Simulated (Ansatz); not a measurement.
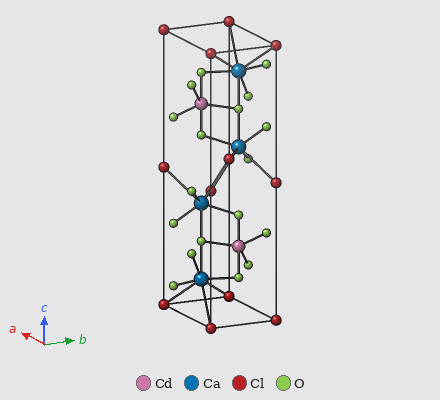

Ca₂CdClO₃ (P6_3/mmc, No. 194): the geometry relaxed with DFT, PAW plane waves, pbe (Ansatz); the starting structure was generated, so it need not be a known form of this composition.

```cif
data_structure
_symmetry_space_group_name_H-M 'P6_3/mmc'
_symmetry_Int_Tables_number 194
_cell_length_a 3.9123
_cell_length_b 3.9123
_cell_length_c 18.3850
_cell_angle_alpha 90.000
_cell_angle_beta 90.000
_cell_angle_gamma 120.000
_cell_volume 243.70
loop_
_atom_site_label
_atom_site_type_symbol
_atom_site_symmetry_multiplicity
_atom_site_Wyckoff_symbol
_atom_site_fract_x
_atom_site_fract_y
_atom_site_fract_z
_atom_site_occupancy
Cd1 Cd 2 c 0.66667 0.33333 0.75000 1
Ca1 Ca 4 f 0.33333 0.66667 0.61184 1
Cl1 Cl 2 a 0.00000 0.00000 0.50000 1
O1 O 4 f 0.66667 0.33333 0.63626 1
O2 O 2 d 0.33333 0.66667 0.75000 1
```

### What will a map of the projected electrostatic potential along [100] show? Computed as the sum of neutral-atom potentials (tabulated electron scattering factors, B = 0.3 Å²) projected along the beam and smoothed by 0.25 Å; brighter is more positive. The display is stretched by a gamma of 0.6; percentages refer to the linear signal.

The columns repeat on a rectangular net of 3.39 × 18.39 Å (plane group p2mg). The brightest columns hold 1 Cd per repeat; in falling brightness follow 1 Ca (about 55 %), 1 Cl (about 45 %), 1 O (about 25 %). Brightness is counted from the darkest point of the image. The closest visible columns (Cd and O) are 1.13 Å apart in projection. Along the beam the structure repeats every 3.91 Å.

```
column  atoms along the beam per repeat  peak brightness
    Cd                             1 Cd            100 %
    Ca                             1 Ca             55 %
    Cl                             1 Cl             45 %
     O                              1 O             25 %
```

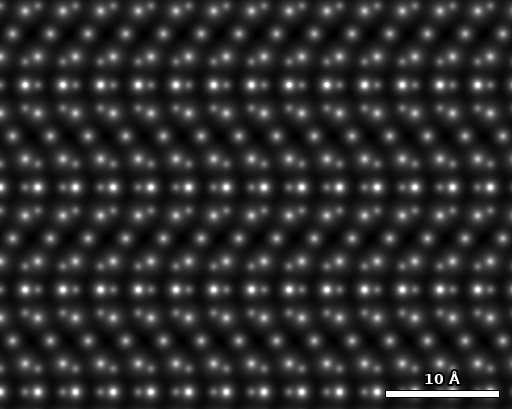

The simulated image.
